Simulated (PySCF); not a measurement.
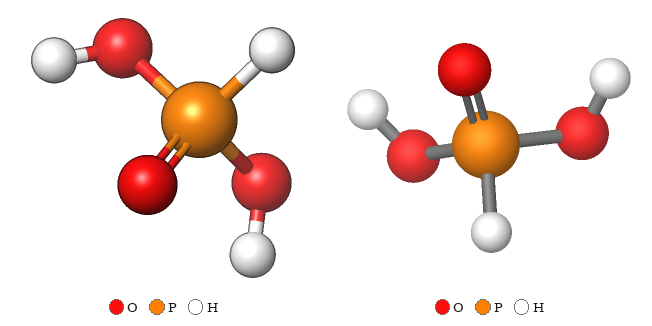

Two views of one molecule.

The geometry was computed by an optimisation with GFN2-xTB. No frequency run is at hand to confirm it as a minimum.

Count the atoms of each element.

H₃O₃P, 7 atoms: 3 hydrogen, 3 oxygen and 1 phosphorus.

Which point group does it belong to?

Cs.

The parts below concern this one geometry. Atoms keep their numbers from picture to picture.

**Shape**

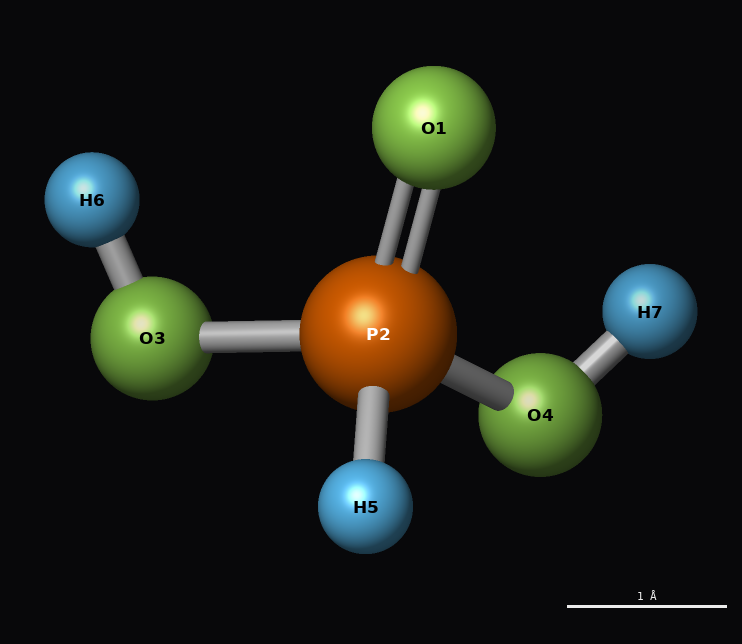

Atoms carry their numbers in the input. No frequency run is at hand to confirm it as a minimum.

Give these bond angles: O1–P2–O3, O1–P2–H5, O3–P2–O4, O3–P2–H5, P2–O3–H6.

```tsv
angle	degrees
O1–P2–O3	113.6
O1–P2–H5	119.4
O3–P2–O4	105.1
O3–P2–H5	101.7
P2–O3–H6	108.5
```

**NMR shielding**

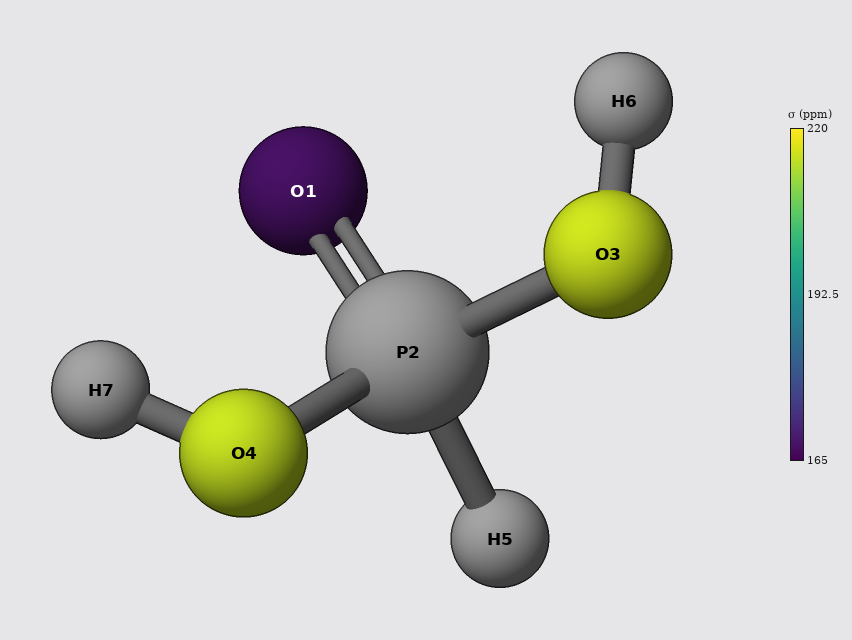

Atoms are coloured by their isotropic NMR shieldings (O only, the others grey). No frequency run is at hand to confirm it as a minimum. Properties computed with GIAO PBE0/pcSseg-1 NMR shielding, non-relativistic, gas phase (PySCF 2.14.0).

Give the isotropic NMR shieldings of the O atoms atom by atom.

```json
{"atom": "O1", "σ (ppm)": "167.4"}
{"atom": "O3", "σ (ppm)": "215.7"}
{"atom": "O4", "σ (ppm)": "215.1"}
```

**Charges**

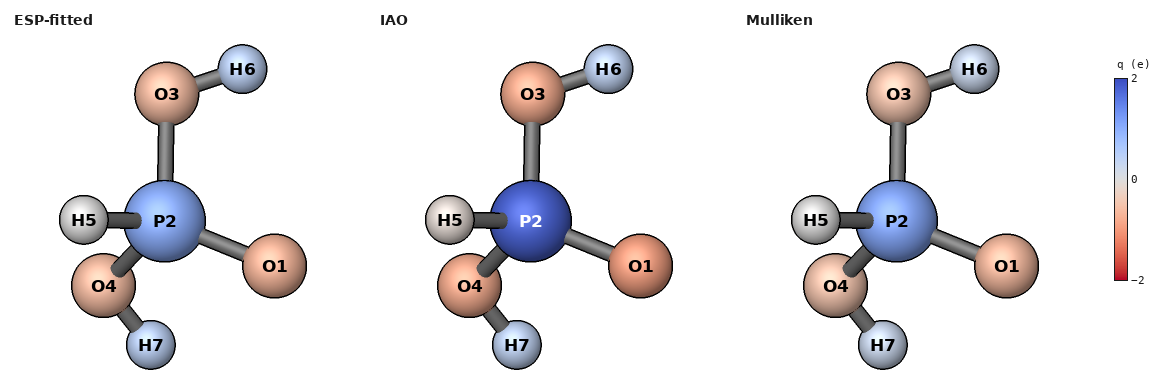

Atomic charges of one calculation by 3 schemes, on one colour scale. No frequency run is at hand to confirm it as a minimum. Method: PBE0/pcSseg-1 (PySCF 2.14.0).

Which scheme gives the most polar picture (largest mean size of the charges)?

The IAO charges are the largest in size here, and the Mulliken charges the smallest.

On which atom do the schemes disagree most?

On P2 (from 1.00 to 1.77 e).

List the charges (e), one line for each set of equivalent atoms.

```json
{"atom": "O1", "ESP-fitted": "−0.67", "IAO": "−0.91", "Mulliken": "−0.62"}
{"atom": "P2", "ESP-fitted": "1.00", "IAO": "1.77", "Mulliken": "1.07"}
{"atom": "O3, O4", "ESP-fitted": "−0.59", "IAO": "−0.77", "Mulliken": "−0.48"}
{"atom": "H5", "ESP-fitted": "−0.01", "IAO": "−0.10", "Mulliken": "−0.01"}
{"atom": "H6, H7", "ESP-fitted": "0.43", "IAO": "0.38", "Mulliken": "0.26"}
```

**Electronic properties**

No frequency run is at hand to confirm it as a minimum. Method: PBE0/pcSseg-1, gas phase (PySCF 2.14.0).

Give the dipole moment at this level.

0.75 D.

Give the HOMO energy (Kohn–Sham orbital) at this level.

−8.82 eV.

Estimate the HOMO–LUMO gap.

9.79 eV.

Mulliken values depend strongly on the basis set and can even reverse the polarity of a bond. The geometry is semi-empirical. Around P such bond lengths and angles can be off by a tenth of an ångström or more and by several degrees, and values that hang on the shape move with them.
